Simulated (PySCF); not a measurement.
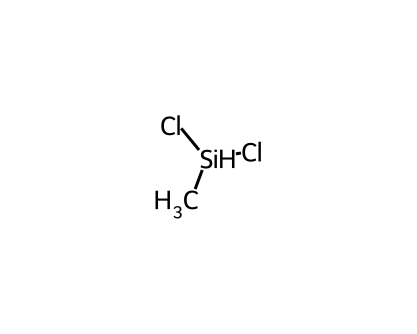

Skeletal drawing of a molecule.

> Write the SMILES.

C[SiH](Cl)Cl

> What is the molecular formula?

CH4Cl2Si.

> An optimisation with PBE0-D3(BJ)/def2-SVP gave a structure of which point group?

Cs.

The parts below concern this one geometry. Atoms keep their numbers from picture to picture. The computed structure is the end point of a PBE0-D3(BJ)/def2-SVP optimisation. No frequency run is at hand to confirm it as a minimum.

**Shape**

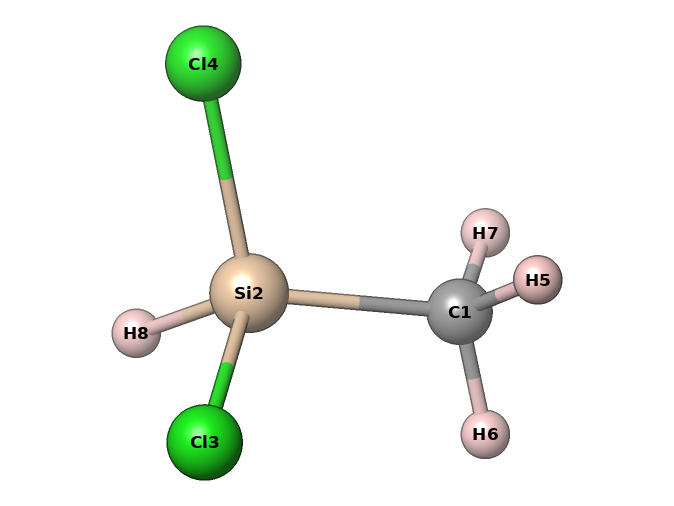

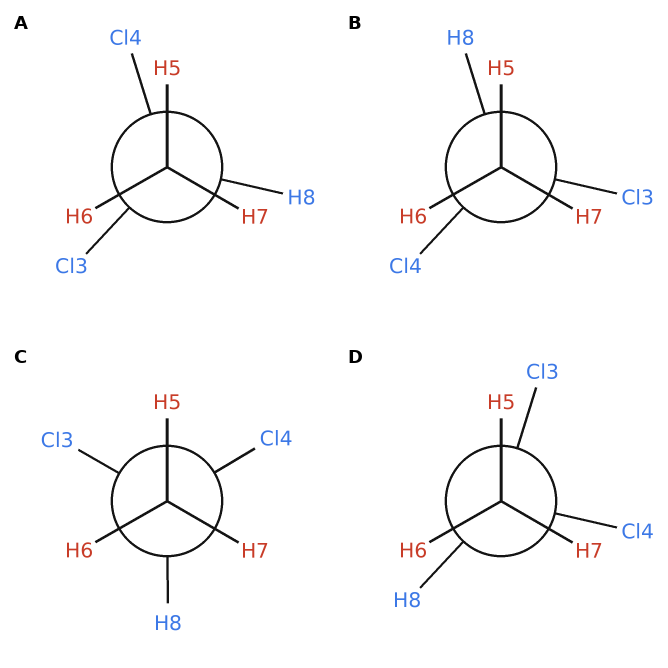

Atoms fade into the background with distance from the viewer. Bonds that would overlap in a projection are set slightly apart. No frequency run is at hand to confirm it as a minimum.

> Which Newman projection shows the view along C1–Si2, with C1 in front?

C. The torsion angle H5–C1–Si2–Cl3 is −60°, synclinal (gauche).

**Dipole moment**

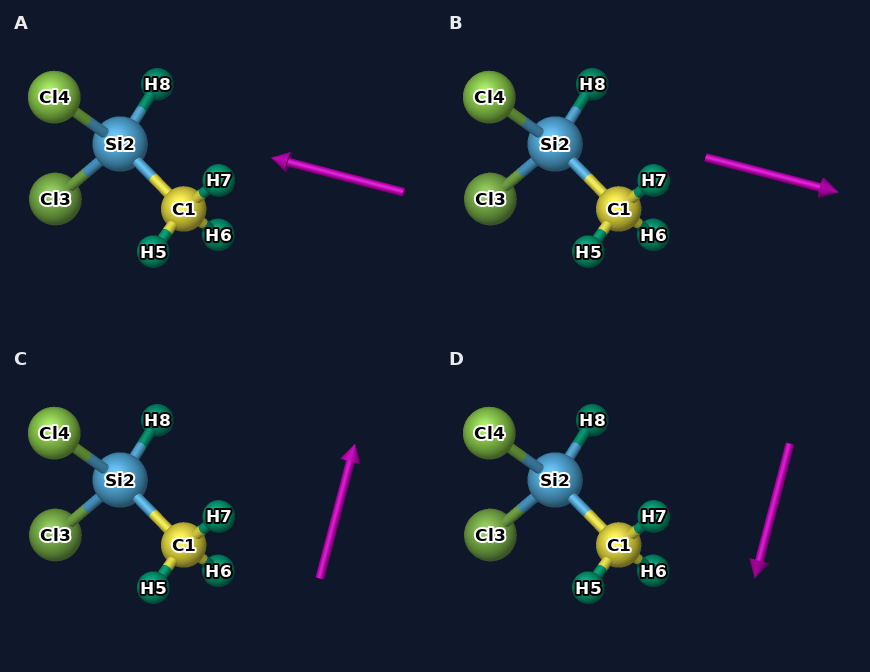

The same molecule four times, each with an arrow. No frequency run is at hand to confirm it as a minimum. Level of theory: B3LYP/def2-TZVP, gas phase (PySCF 2.14.0).

> Which arrow points along the dipole moment, from the negative to the positive end?

B. The dipole moment is 2.02 D; it points from the side of Cl3, Cl4 to the side of H6, H7 (the outermost atoms at the two ends).

**Spin–spin coupling**

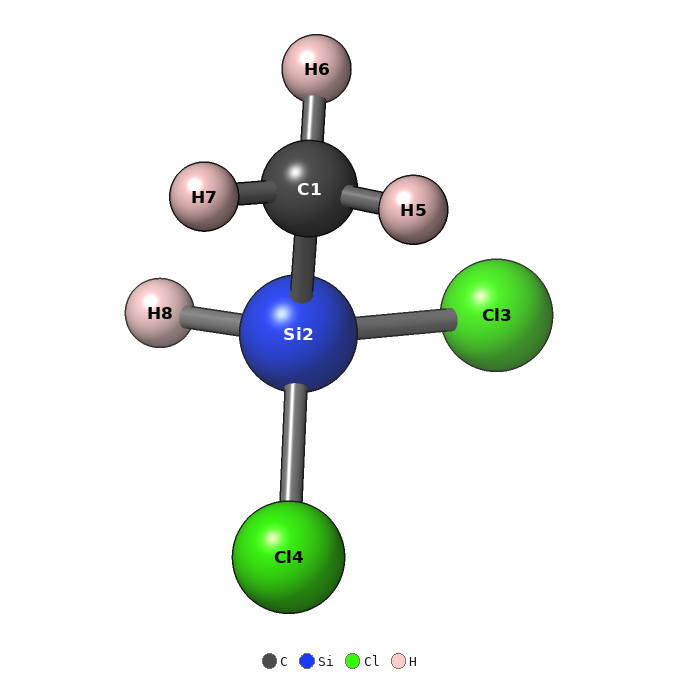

No frequency run is at hand to confirm it as a minimum. Method: B3LYP/aug-cc-pVTZ-J indirect spin-spin coupling, non-relativistic, gas phase (PySCF 2.14.0). Isotopes: 13C, 1H, 29Si.

Give the spin–spin coupling constants of these pairs, with the number of bonds between them: C1/Si2, C1/H7, C1/H5, Si2/H7, H5/H7, H5/H6, H6/H7, H6/H8, H7/H8.

| pair | bonds apart | J (Hz) |
| --- | --- | --- |
| C1, Si2 | 1 | −63.2 |
| C1, H7 | 1 | 133.4 |
| C1, H5 | 1 | 136.1 |
| Si2, H7 | 2 | 2.8 |
| H5, H7 | 2 | −15.4 |
| H5, H6 | 2 | −15.5 |
| H6, H7 | 2 | −14.9 |
| H6, H8 | 3 | −0.8 |
| H7, H8 | 3 | −0.8 |

**Quadrupole coupling**

No frequency run is at hand to confirm it as a minimum. Electric field gradients from the ground-state density, B3LYP/def2-TZVP (PySCF 2.14.0), non-relativistic apart from any core potentials.

Give the largest field-gradient component, the quadrupole coupling constant and the asymmetry for 35Cl at Cl3 (Q = −81.7 mb).

```csv
atom,V_zz (a.u.),e²qQ/h (MHz),η
Cl3,2.118,−40.7,0.06
```
